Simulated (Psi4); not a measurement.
# Two attempts at BCl2F (SMILES FB(Cl)Cl)

Wanted: a single-point energy of BCl2F, HF/STO-6G (density fitting).

The results are computed with Psi4 1.11.

3 further runs of the same task are left out: 3 set aside as unsound or not needed.

**1. The system as given**

BCl2F: 4 atoms, total charge 0, spin state singlet. SMILES: `FB(Cl)Cl`. Geometry: relaxed at GFN2-xTB.

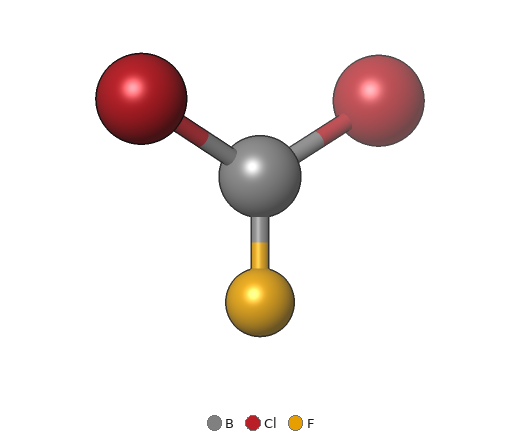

The structure, seen from a chosen angle (boron grey, chlorine red, fluorine amber).

**2. First attempt**

Contents of calc.py:

```python
import psi4

psi4.set_memory(1600000000)
psi4.set_num_threads(1)
psi4.set_output_file('psi4.out', False)

molecule = psi4.geometry("""
0 1
B     -0.037880    -0.063210    -0.000480
Cl     1.671570    -0.146640     0.013750
Cl    -0.914230     1.407130    -0.016990
F     -0.719460    -1.197280     0.003720
units angstrom
symmetry c1
no_reorient
no_com
""")

psi4.set_options({
    'basis': 'STO-6G',
    'reference': 'rhf',
    'maxiter': 2,
})

result = psi4.energy('scf', molecule=molecule)
print('E =', round(result, 9))
```

Run with:

```sh
$ python calc.py
```

psi4.out:

```text
Psi4 1.11 release

   => Loading Basis Set <=

    Name: STO-6G
    Role: ORBITAL
    Keyword: BASIS

         ---------------------------------------------------------
                                   SCF
                              RHF Reference
                        1 Threads,   1525 MiB Core
         ---------------------------------------------------------

  ==> Geometry <==

    Molecular point group: c1
    Full point group: C1

    Geometry (in Angstrom), charge = 0, multiplicity = 1:

[... 63 lines left out ...]
   => Auxiliary Basis Set <=

  Basis Set: (STO-6G AUX)
    Blend: DEF2-UNIVERSAL-JKFIT
    Number of shells: 126
    Number of basis functions: 408
    Number of Cartesian functions: 492
    Spherical Harmonics?: true
    Max angular momentum: 4

  Minimum eigenvalue in the overlap matrix is 2.7270906530E-01.
  Reciprocal condition number of the overlap matrix is 1.4338863144E-01.
    Using symmetric orthogonalization.

  ==> Pre-Iterations <==

  SCF Guess: Superposition of Atomic Densities via on-the-fly atomic UHF (no occupation information).

   -------------------------
    Irrep   Nso     Nmo
   -------------------------
     A         28      28
   -------------------------
    Total      28      28
   -------------------------

  ==> Iterations <==

                           Total Energy        Delta E     RMS |[F,P]|

   @DF-RHF iter SAD: -1038.48308940229686   -1.03848e+03   0.00000e+00
   @DF-RHF iter   1: -1039.56189020226589   -1.07880e+00   1.46443e-02 ADIIS/DIIS
   @DF-RHF iter   2: -1039.68505058566507   -1.23160e-01   4.92813e-03 ADIIS/DIIS

PsiException: Could not converge SCF iterations in 2 iterations.

  Failed to converge.
```

Standard output:

```text
Traceback (most recent call last):
  File "calc.py", line 25, in <module>
    result = psi4.energy('scf', molecule=molecule)
psi4.driver.p4util.exceptions.SCFConvergenceError: Could not converge SCF iterations in 2 iterations.
```

Wall time 1.9 s (1 thread of AMD EPYC 7B13 (Zen 3), shared host); peak memory 0.18 GiB.

**3. Diagnosis**

The iterations ended before the threshold was met.

The telling line is `psi4.driver.p4util.exceptions.SCFConvergenceError: Could not converge SCF iterations in 2 iterations.`. The cause is that the iteration cap is too low for convergence. To mend it: iteration cap at its default in place of 2.

**4. Try two**

Contents of job.py:

```python
import psi4

psi4.set_memory('1600 MB')
psi4.set_num_threads(1)
psi4.core.set_output_file('output.dat', False)

mol = psi4.geometry("""
0 1
B     -0.037880    -0.063210    -0.000480
Cl     1.671570    -0.146640     0.013750
Cl    -0.914230     1.407130    -0.016990
F     -0.719460    -1.197280     0.003720
symmetry c1
no_reorient
no_com
""")

psi4.set_options(dict(basis='STO-6G', reference='rhf'))

result = psi4.energy("hf")
print('E =', round(result, 9))
```

Run with:

```sh
$ python job.py
```

output.dat:

```text
[...]
  Running in c1 symmetry.
[...]
  Nuclear repulsion =  183.247378343285163
[...]
  Multiplicity = 1
[...]
  Nalpha       = 24
  Nbeta        = 24
[...]
    Number of basis functions: 28
[...]
   @DF-RHF iter   1: -1039.56189020226589   -1.07880e+00   1.46443e-02 ADIIS/DIIS
[...]
   @DF-RHF iter   8: -1039.69782332361115   -2.34036e-09   2.36889e-07 DIIS
[...]
    Orbital Energies [Eh]
    ---------------------
    Doubly Occupied:
       1A   -104.968673     2A   -104.968576     3A    -26.377230
       4A    -10.390991     5A    -10.390894     6A     -7.907932
       7A     -7.907816     8A     -7.902832     9A     -7.902683
      10A     -7.902159    11A     -7.902032    12A     -7.729399
      13A     -1.592715    14A     -1.095403    15A     -1.047123
      16A     -0.698431    17A     -0.635135    18A     -0.604488
      19A     -0.597458    20A     -0.483051    21A     -0.468511
      22A     -0.452169    23A     -0.438425    24A     -0.428791
[...]
  @DF-RHF Final Energy: -1039.69782332361115
   => Energetics <=
    Nuclear Repulsion Energy =            183.2473783432851633
    One-Electron Energy =               -1804.3045734586594335
    Two-Electron Energy =                 581.3593717917632375
    Total Energy =                      -1039.6978233236109190
[...]
 Multipole Moments:
 ------------------------------------------------------------------------------------
     Multipole            Electronic (a.u.)      Nuclear  (a.u.)        Total (a.u.)
 ------------------------------------------------------------------------------------
 L = 1.  Multiply by 2.5417464519 to convert [e a0] to [Debye]
 Dipole X            :        -11.9245123           11.7356528           -0.1888596
 Dipole Y            :        -19.8488147           19.5336454           -0.3151693
 Dipole Z            :          0.0448117           -0.0453534           -0.0005417
 Magnitude           :                                                    0.3674233
[...]
```

Standard output:

```text
E = -1039.697823324
```

It took 1.9 s on 1 thread of AMD EPYC 7B13 (Zen 3), shared host; peak memory 0.19 GiB.

**5. Outcome**

At HF/STO-6G (density fitting):

| quantity | value |
| --- | --- |
| total energy | -1039.69782 Eh |
| dipole moment | 0.93 D |
| HOMO energy | -11.67 eV |
| LUMO energy | 5.67 eV |
| HOMO–LUMO gap | 17.34 eV |
